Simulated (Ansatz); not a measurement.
# SF (SMILES F[S]): UCCSD(T)/cc-pVTZ

Aim: the energy change on altering one bond length of SF at UCCSD(T)/cc-pVTZ, from 2 runs. 

Program for the calculation: Ansatz 0.2.0.

40 further runs of the same task are left out: 4 that didn't finish, 36 set aside as unsound or not needed.

### Step 1. The molecule

SF: 2 atoms, total charge 0, spin state doublet. As SMILES, `F[S]`. The coordinates come from a PBE0-D4/def2-TZVP relaxation.

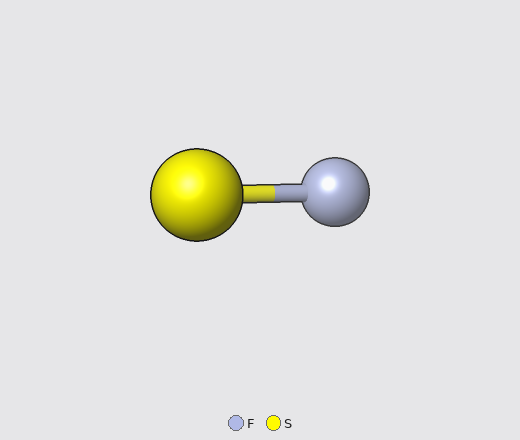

Viewed from a chosen angle; fluorine light blue, sulfur yellow.

### Step 2. A single-point energy at UCCSD(T)/cc-pVTZ

The input, input.yaml:

```yaml
crystal:
  periodic: [false, false, false]
  atoms:
    - {symbol: F, position_ang: [-0.000000, -0.000000, 0.016120]}
    - {symbol: S, position_ang: [0.000000, 0.000000, 1.610410]}
basis:
  gaussian:
    orbitals: cc-pVTZ
magnetization:
  spin_polarized: true
  initial_magnetization: 1
correlation:
  method: ccsd_t
  frozen_orbitals: {F: 1, S: 5}
accuracy: high
scf:
  omitted_lower_state_checks: [cluster_reference, increment]
```

Command:

```
$ ansatz run input.yaml --threads 1 --pin off --max-ram 3480MiB --events-out events.jsonl --progress --plain --runs-dir runs
```

Standard output, cut to the lines that bear on the results:

```text
Warning: RAYON_NUM_THREADS=1 ignored (pool sized by the plan → 1); use --threads N
Functional definition: HF
  name "HF"
[...]
883 factors; integrals over basis functions are off by at most 3.8e-9 eV
[...]
mean field -13523.16253431 eV, -496.9670568070 hartree, gradient 1.5e-8 eV, S^2 0.765713; 2 other end points of the search recorded, 0 dependent functions left out
6 core orbitals not correlated: weight in the atoms' cores, before any rotation towards them, 1.000 or more for the frozen orbitals, at most 0.000 for the correlated occupied ones
reference -13523.16253431 eV, -496.9670568070 hartree; 7, 6 occupied and 51, 52 virtual orbitals, 883 factors
second order -10.72267869 eV of doubles, -0.00000000 eV of singles
cycle   1  -10.86096940 eV  change   -1.4e-1 eV  update   8.2e-2
[...]
cycle  21  -11.24000029 eV  change  -9.2e-10 eV  update   1.6e-9
perturbative correction -0.39872452 eV, -0.0146528557 hartree
Total energy: -13534.80125911 eV, -497.3947720544 hartree
Checks for a lower state left out: cluster_reference, increment
```

Run time: 5.4 s. Hardware: 1 thread of Arm Neoverse V1, shared host; peak memory 0.29 GiB.

### Step 3. The distorted shape, same level

The input, run.yaml:

```yaml
crystal:
  periodic: [false, false, false]
  atoms:
    - {symbol: F, position_ang: [-0.000000, -0.000000, -1.896990]}
    - {symbol: S, position_ang: [0.000000, 0.000000, 1.610410]}
basis:
  gaussian:
    orbitals: cc-pVTZ
magnetization:
  spin_polarized: true
  initial_magnetization: 1
correlation:
  method: ccsd_t
  frozen_orbitals: {F: 1, S: 5}
accuracy: high
scf:
  omitted_lower_state_checks: [cluster_reference, increment]
```

Command:

```
$ ansatz run run.yaml --threads 1 --pin off --max-ram 3480MiB --events-out events.jsonl --progress --plain --runs-dir runs
```

Standard output, cut to the lines that bear on the results:

```text
Warning: RAYON_NUM_THREADS=1 ignored (pool sized by the plan → 1); use --threads N
Functional definition: HF
  name "HF"
[...]
722 factors; integrals over basis functions are off by at most 2.8e-9 eV
[...]
mean field -13521.74706932 eV, -496.9150394282 hartree, gradient 1.8e-8 eV, S^2 1.764978; 25 other end points of the search recorded, 0 dependent functions left out
6 core orbitals not correlated: weight in the atoms' cores, before any rotation towards them, 1.000 or more for the frozen orbitals, at most 0.000 for the correlated occupied ones
reference -13521.74706932 eV, -496.9150394282 hartree; 7, 6 occupied and 51, 52 virtual orbitals, 722 factors
second order -8.62156168 eV of doubles, -0.00000000 eV of singles
cycle   1  -9.32007168 eV  change   -7.0e-1 eV  update   5.1e-2
[...]
cycle  31  -9.55681091 eV  change   2.3e-10 eV  update   1.4e-9
perturbative correction -0.22514691 eV, -0.0082739962 hartree
Total energy: -13531.52902714 eV, -497.2745197476 hartree
Checks for a lower state left out: cluster_reference, increment
```

Wall time 20 s (1 thread of Arm Neoverse V1, shared host); peak memory 0.26 GiB.

### Step 4. What came out

Level: UCCSD(T)/cc-pVTZ, 6 core orbitals frozen.

| quantity | value |
| --- | --- |
| first shape: total energy | -497.39477 Eh |
| first shape: correlation energy (6 core orbitals frozen) | -427.7 mEh |
| first shape: (T) correction | -14.65 mEh |
| first shape: ⟨S²⟩ of the reference determinant | 0.766 |
| first shape: T1 diagnostic | 0.018 |
| distorted shape: total energy | -497.27452 Eh |
| distorted shape: correlation energy (6 core orbitals frozen) | -359.5 mEh |
| distorted shape: (T) correction | -8.27 mEh |
| distorted shape: ⟨S²⟩ of the reference determinant | 1.765 |
| distorted shape: T1 diagnostic | 0.008 |
| energy change with the F1–S2 bond stretched from 1.594 to 3.507 Å | 3.272 eV |

In words: With the F1–S2 bond stretched from 1.594 to 3.507 Å the energy rises by 3.27 eV (75 kcal/mol). The first shape isn't relaxed at this level, so the change isn't measured from a minimum. The triples (first shape) make up 3.4 % of the correlation energy. ⟨S²⟩ (distorted shape) is 1.76 where a pure doublet has 0.75: the reference is spin-contaminated. The triples (distorted shape) make up 2.3 % of the correlation energy.
